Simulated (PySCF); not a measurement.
System: NaO (charge −1, triplet).

```xyz
2

Na    0.0000    0.0000   -0.8891
O     0.0000    0.0000    1.2779
```

Method: PBE0/def2-SVPD, non-relativistic Hamiltonian with scalar-relativistic core potentials where named, at a bond length of 2.167 Å (PySCF).

What can the converged electron density, electron localisation function and spin density tell about the bonding?

Na–O (2.17 Å): ρ at the midpoint is about 0.26 e/Å³; the ELF peaks at about 0.90 in the valence shell of O, 0.6 Å from its nucleus, and is about 0.15 at the midpoint: a closed-shell, largely ionic contact.
The unpaired spin (2 electrons) lies mostly on O2 (about 1.1) and Na1 (about 0.9), in electrons by Hirshfeld's partition.

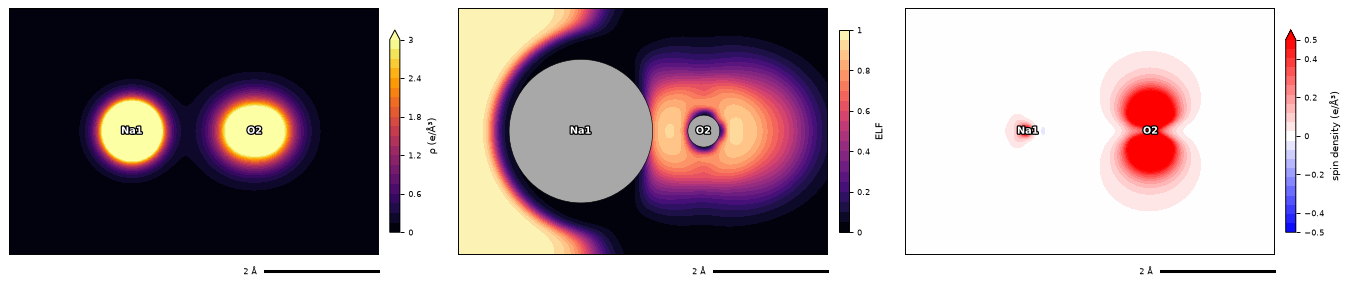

Computed electron density, electron localisation function and spin density on a plane that holds the molecular axis, in this order. Grey discs cover the atomic cores in the ELF map. 
